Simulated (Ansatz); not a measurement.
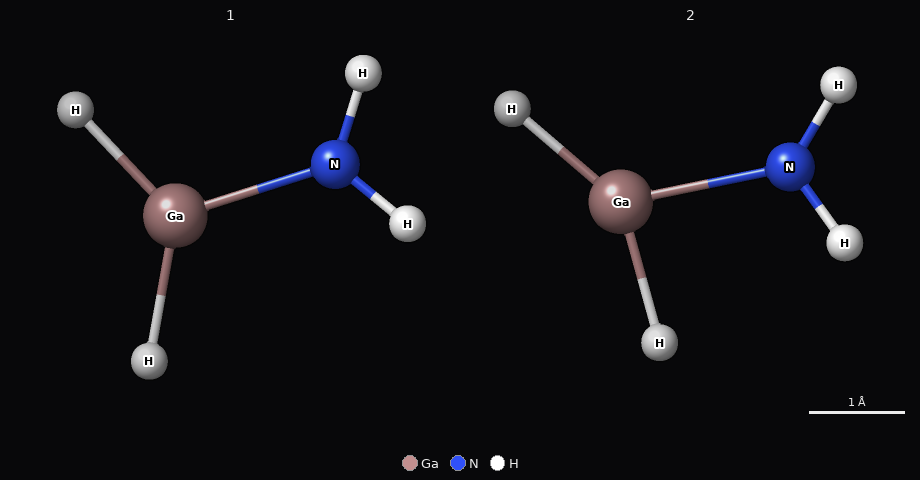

Two geometries of GaNH4, drawn at one scale. One is the start of a relaxation, the other its converged end. The picture is a ball-and-stick view, seen at a tilt.

Level of theory: RKS BHLYP/def2-SVP (Ansatz). (no spin polarisation; force threshold 0.03 eV/Å; at most 50 steps)

Which one is relaxed?

Answer. Structure 1 is the relaxed one. The run prepares an end point of a later path (reaction) calculation, from a guessed geometry. After 5 geometry steps the energy has fallen by 12.7 kcal/mol. Largest force component: 1.7 eV/Å at the start, 0.0048 eV/Å at the end. The largest move after the best rigid fit is that of an H atom, 0.58 Å. Largest moves by element: H 0.58 Å, Ga 0.22 Å, N 0.07 Å. Near-neighbour distances that change, for instance: Ga–N 1.863 → 1.808 Å, Ga–H 1.535 → 1.559 Å. Bond angles that change, for instance: N–Ga–H 85.1° → 117.1°, H–Ga–H 145.9° → 125.7°, N–Ga–H 129.0° → 117.1°. The run took 11 s on 1 thread of Arm Neoverse V2, on a shared host, peak memory 0.12 GiB.
